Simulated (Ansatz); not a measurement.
**GeHF3 (SMILES [F][GeH]([F])[F]) at B3LYP/6-31G(d) (spherical functions)**

What is the vertical electron affinity of GeHF3 at B3LYP/6-31G* (spherical functions)? 

The results are computed with Ansatz 0.2.0.

48 further runs of the same task are left out: 48 set aside as unsound or not needed. Runs told in other sessions of the task aren't counted.

### Step 1. The structure to begin with

GeHF3: 5 atoms, total charge 0, spin state singlet. SMILES: `[F][GeH]([F])[F]`. The shape is that of a PBE0-D4/def2-TZVP optimisation.

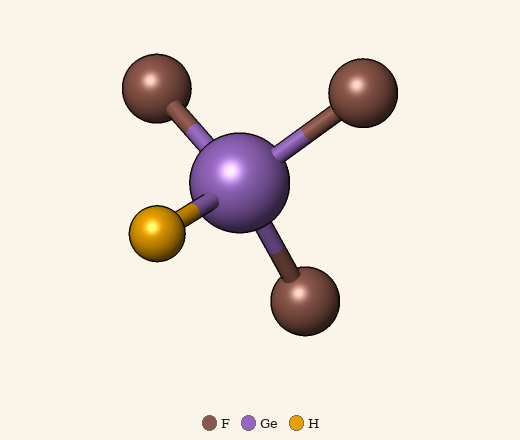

Viewed from a chosen angle; fluorine brown, germanium purple, hydrogen amber.

### Step 2. The energy at B3LYP/6-31G(d) (spherical functions)

Contents of molecule.yaml:

```yaml
crystal:
  periodic: [false, false, false]
  atoms:
    - {symbol: F, position_ang: [-0.249800, -0.734100, 1.483000]}
    - {symbol: Ge, position_ang: [0.095600, -0.008700, -0.023300]}
    - {symbol: F, position_ang: [-0.673100, 1.515700, -0.011300]}
    - {symbol: F, position_ang: [-0.708100, -0.944000, -1.204000]}
    - {symbol: H, position_ang: [1.585200, 0.097300, -0.285700]}
basis:
  gaussian:
    orbitals: 6-31G_st_-spherical.json
hamiltonian:
  xc: {name: B3LYP}
output:
  orbitals: {seedname: orbitals}
accuracy: high
```

The basis set 6-31G* is read from a file made from the Basis Set Exchange's data (not shown).

On the command line:

```bash
$ ansatz run molecule.yaml --threads 1 --pin off --max-ram 3480MiB --events-out events.jsonl --progress --plain --runs-dir runs
```

Output:

```text
Warning: RAYON_NUM_THREADS=1 ignored (pool sized by the plan → 1); use --threads N
Functional definition: B3LYP
  name "B3LYP"
  parameter a0 = 0.2
  parameter ax = 0.72
  parameter ac = 0.81
  exchange = (1 - a0 - ax)*slater_x + ax*b88_x + a0*exact_x
  correlation = (1 - ac)*vwn_rpa_c + ac*lyp_c
1562 factors; integrals over basis functions are off by at most 4.5e-9 eV
mean field evaluation 1: about -64676.4187 eV, gradient 5.4e1 eV
mean field evaluation 2: about -64667.5379 eV, gradient 9.6e1 eV
mean field evaluation 4: about -64680.7552 eV, gradient 4.8e-1 eV
mean field evaluation 8: about -64680.8426 eV, gradient 1.9e-2 eV
mean field evaluation 16: about -64680.8426 eV, gradient 2.4e-6 eV
mean field -64680.84261655 eV, -2376.9771239084 hartree, gradient 2.8e-8 eV, S^2 0.000000; 0 other end points of the search recorded, 0 dependent functions left out
reference -64680.84265397 eV, -2376.9771252838 hartree; 30, 30 occupied and 46, 46 virtual orbitals, 1562 factors
Total energy: -64680.84265397 eV, -2376.9771252838 hartree
```

It took 6.3 s on 1 thread of Arm Neoverse V1, shared host; peak memory 0.24 GiB.

### Step 3. The doublet anion

Contents of job.yaml:

```yaml
crystal:
  periodic: [false, false, false]
  atoms:
    - symbol: F
      position_ang: [-0.249800, -0.734100, 1.483000]
    - symbol: Ge
      position_ang: [0.095600, -0.008700, -0.023300]
    - symbol: F
      position_ang: [-0.673100, 1.515700, -0.011300]
    - symbol: F
      position_ang: [-0.708100, -0.944000, -1.204000]
    - symbol: H
      position_ang: [1.585200, 0.097300, -0.285700]
basis:
  gaussian:
    orbitals: 6-31G_st_-spherical.json
magnetization:
  spin_polarized: true
  initial_magnetization: 1
accuracy: high
total_charge: -1
hamiltonian:
  xc: {name: B3LYP}
output: {orbitals: {seedname: orbitals}}
```

The basis set 6-31G* is read from a file made from the Basis Set Exchange's data (not shown).

On the command line:

```bash
$ ansatz run job.yaml --threads 1 --pin off --max-ram 3480MiB --events-out events.jsonl --progress --plain --runs-dir runs
```

Output, cut to the lines that bear on the results:

```text
Warning: RAYON_NUM_THREADS=1 ignored (pool sized by the plan → 1); use --threads N
[... 7 set-up lines as earlier in the session ...]
1564 factors; integrals over basis functions are off by at most 4.3e-9 eV
mean field evaluation 1: about -64678.1144 eV, gradient 1.3e1 eV
mean field evaluation 2: about -64678.2449 eV, gradient 1.5e1 eV
mean field evaluation 4: about -64678.7438 eV, gradient 8.1e-1 eV
mean field evaluation 8: about -64678.8607 eV, gradient 2.0e-2 eV
mean field evaluation 16: about -64678.8607 eV, gradient 2.0e-5 eV
mean field evaluation 32: about -64678.3386 eV, gradient 4.3e0 eV
mean field -64678.86066007 eV, -2376.9042883512 hartree, gradient 9.7e-8 eV, S^2 0.751796; 2 other end points of the search recorded, 0 dependent functions left out
reference -64678.86069697 eV, -2376.9042897071 hartree; 31, 30 occupied and 45, 46 virtual orbitals, 1564 factors
Total energy: -64678.86069697 eV, -2376.9042897071 hartree
```

It took 14 s on 1 thread of Arm Neoverse V1, shared host; peak memory 0.36 GiB.

### Step 4. Results

Level: B3LYP/6-31G* (spherical functions).

```
                                         quantity           value
                      singlet GeHF3: total energy  -2376.97713 Eh
                       singlet GeHF3: HOMO energy       -10.75 eV
                       singlet GeHF3: LUMO energy        -0.57 eV
                     singlet GeHF3: HOMO–LUMO gap        10.18 eV
                      doublet anion: total energy  -2376.90429 Eh
doublet anion: HOMO energy (highest over α and β)         4.46 eV
 doublet anion: LUMO energy (lowest over α and β)         6.40 eV
                              doublet anion: ⟨S²⟩           0.752
vertical electron affinity (to the doublet anion)       -1.982 eV
```

What this shows: The anion lies 1.98 eV (191 kJ/mol) above the neutral: the electron isn't bound at this level, and such a value depends on the basis. Without diffuse functions anions come out too high. The HOMO (doublet anion) lies at positive energy, 4.46 eV, from the functional's self-interaction, a short basis or an electron that isn't bound; only total energies against the neutral tell.
